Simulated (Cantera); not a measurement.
Input: 1 mol Si3N4, 0.14 mol O2, 5.4 mol H2, a varied amount of HCl, equilibrated at 1400 K and 2.90 Pa.

These are equilibrium values from Cantera (NASA tables, ideal gas, pure condensed phases), not measurements of a reactor. Candidate condensed phases: H2O, NH4Cl, Si, SiO2, Si2N2O, Si3N4; 47 gas species. Mutual solubility and eutectic melting of coexisting phases are not modelled. The tables' values for SiCl3, SiCl are old estimates; treat these amounts as uncertain. Rates play no part.

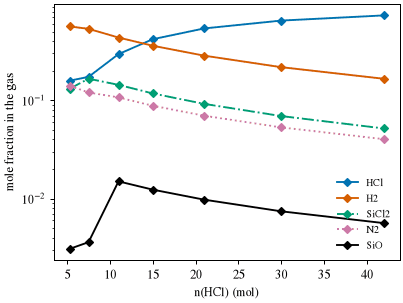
Equilibrium gas composition (values under 1e-9 drawn at 1e-9)

Q: Read off the mole fractions at 30 mol HCl.

A: HCl about 0.65, H2 about 0.22, SiCl2 about 0.069, N2 about 0.053, SiO about 0.0074.
